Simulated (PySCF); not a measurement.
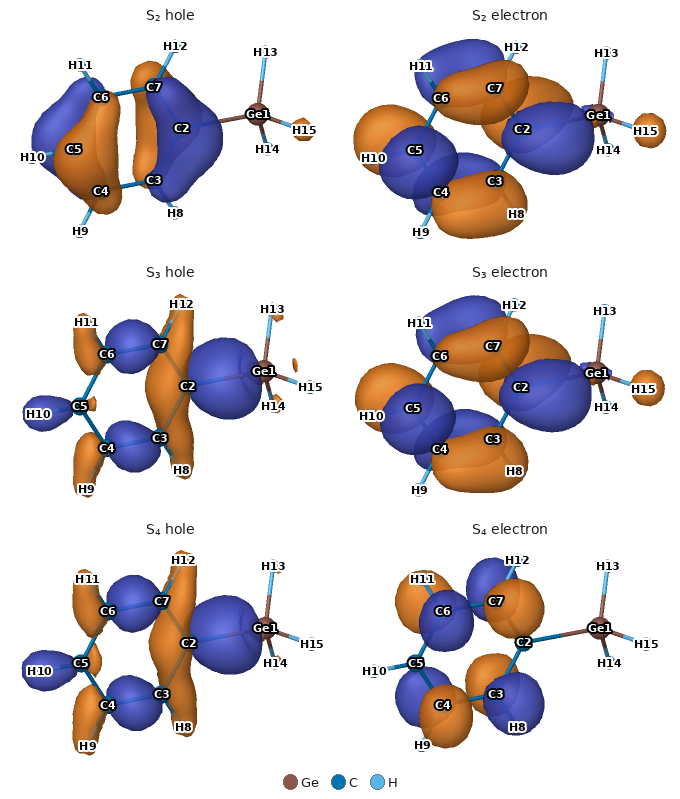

GePhH3 (C6H8Ge). Leading natural transition orbitals (TDA singlet states).

Method: ωB97X/def2-SVP; geometry: GFN2-xTB; program: PySCF. No frequency check shows the geometry to be a minimum. GFN2-xTB bond lengths at metals and heavier atoms can be off by up to 0.1 Å and shapes distorted, which carries into these values. Without diffuse functions Rydberg states are missing, so the states' numbers hold for this basis only.

Input script:

```python
import numpy as np
from pyscf import gto, scf, dft, tdscf
from pyscf.scf import atom_ks, atom_hf
from scipy.linalg import block_diag

def solve(mol, dm0=None, hcore=None):
    mf = (dft.UKS if mol.spin else dft.RKS)(mol, xc='wb97x')
    mf.grids.level = 3
    mf = mf.density_fit(auxbasis='def2-universal-jkfit')
    mf.conv_tol, mf.max_cycle = 1e-8, 80
    if hcore is not None:
        mf.get_hcore = lambda *args: hcore
    mf.kernel(dm0)
    if not mf.converged:
        mf = mf.newton().run(mf.mo_coeff, mf.mo_occ, max_cycle=30)
    assert mf.converged, 'SCF not converged'
    return mf

mol = gto.M(atom='''
Ge    -1.81809    -0.00003    -0.00146
C      0.13373    -0.00051     0.00961
C      0.84256    -1.19541     0.00637
C      2.22551    -1.19815    -0.00207
C      2.91922     0.00028    -0.00733
C      2.22505     1.19863    -0.00191
C      0.84224     1.19497     0.00693
H      0.29989    -2.13239     0.01501
H      2.76364    -2.13539    -0.00330
H      3.99960     0.00093    -0.01345
H      2.76375     2.13557    -0.00419
H      0.29946     2.13201     0.01366
H     -2.35705     1.18670     0.73031
H     -2.35384    -1.24352     0.63177
H     -2.36639     0.05841    -1.39278
''', basis='def2-svp', charge=0, spin=0, verbose=4)
mf = solve(mol)
td = mf.TDA()
td.nstates, td.singlet, td.conv_tol = 5, True, 1e-5
td.kernel()
td.analyze()
x, y = np.array([p[0] for p in td.xy]), np.array([p[1] + 0 * p[0] for p in td.xy])
f, mu = td.oscillator_strength(), td.transition_dipole()
nto = [td.get_nto(state=i + 1, verbose=4) for i in range(len(td.e))]
# spherically averaged free atoms, for the promolecule
atm = atom_ks.get_atm_nrks(mol, xc='wb97x')
pro = block_diag(*[(atm[a[0]][2] * atm[a[0]][3]) @ atm[a[0]][2].T for a in mol._atom])
np.savez('result.npz', e=td.e, f=f, ok=td.converged, w=[n[0] for n in nto], nto=[n[1] for n in nto], x=x, y=y, c=mf.mo_coeff, occ=mf.mo_occ, eps=mf.mo_energy, pro=pro, mu=mu)
```

Command:

```sh
OMP_NUM_THREADS=1 python input.py
```

The run took 17 min on 1 thread of AMD EPYC (Zen 3), on a shared host, peak memory 0.92 GiB.

Question: Describe these excited states.

Answer: By state:
- S₂: 6.55 eV (189 nm), f = 0.059; the leading pair carries 61 %; hole on C2 (18 %), C5 (17 %) and C3, C4 and C7 (14 % each), electron on C2 and C5 (15 % each), C3 and C7 (13 % each) and C4 and C6 (13 % each) (shares are of the whole state, not of the leading pair alone); their centroids lie 0.1 Å apart.
- S₃: 7.22 eV (172 nm), f = 0.010; the leading pair carries 97 %; hole on C2 (26 %), Ge1 (21 %) and C3 and C7 (10 % each), electron on C2 (24 %), C5 (18 %) and C3 and C7 (12 % each); their centroids lie 0.8 Å apart.
- S₄: 7.46 eV (166 nm), f = 0.002; the leading pair carries 98 %; hole on C2 (22 %), Ge1 (18 %) and C3 and C7 (11 % each), electron on C3, C4 and C6 (19 % each), C7 (18 %) and C2 and C5 (6 % each); their centroids lie 1.0 Å apart.
